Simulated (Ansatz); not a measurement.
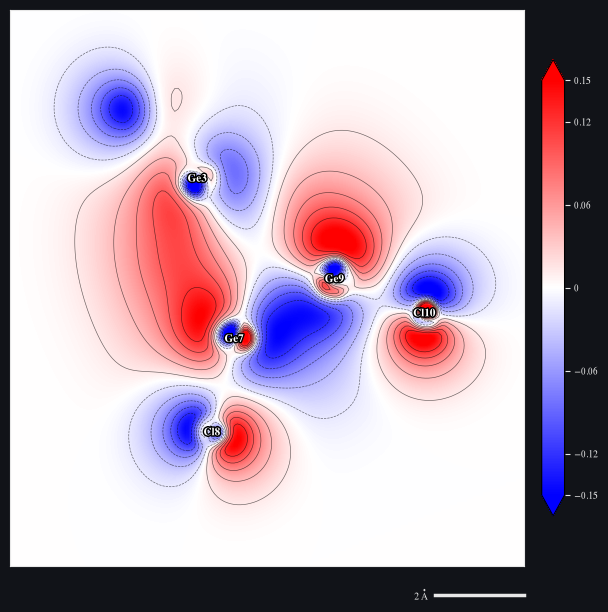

*Cl6Ge6 (Ge6Cl6 prismane) (charge +1, doublet). The HOMO (β) on the plane of atoms Ge7, Ge9 and Cl10 (values in Å⁻³ᐟ²; the overall sign is arbitrary).*

Geometry: PBE-D4/def2-SVP.

These are results of UKS PBE0-D4/def2-SVP in Ansatz 0.2.0, not measurements.

```xyz
12

Ge    0.5827    1.3363   -1.5008
Cl    0.8829    2.5977   -3.2260
Ge    0.5367    1.5581    1.2887
Cl    0.7872    3.0785    2.7998
Ge   -1.6103    0.9847   -0.1047
Cl   -3.6074    1.7981   -0.1993
Ge   -1.0665   -1.5571    0.1065
Cl   -2.5565   -3.1156    0.2072
Ge    1.1249   -1.2031   -1.2906
Cl    1.9708   -2.4893   -2.8030
Ge    1.0807   -0.9808    1.4990
Cl    1.8749   -2.0074    3.2232
```

> Where does this orbital lie, and at what energy?

It lies mainly on Ge7 (about 15 %), Ge5 (about 15 %), Ge1 (about 10 %), Ge3 (about 10 %), Ge11 (about 10 %) and Ge9 (about 10 %). Its energy is −10.82 eV.
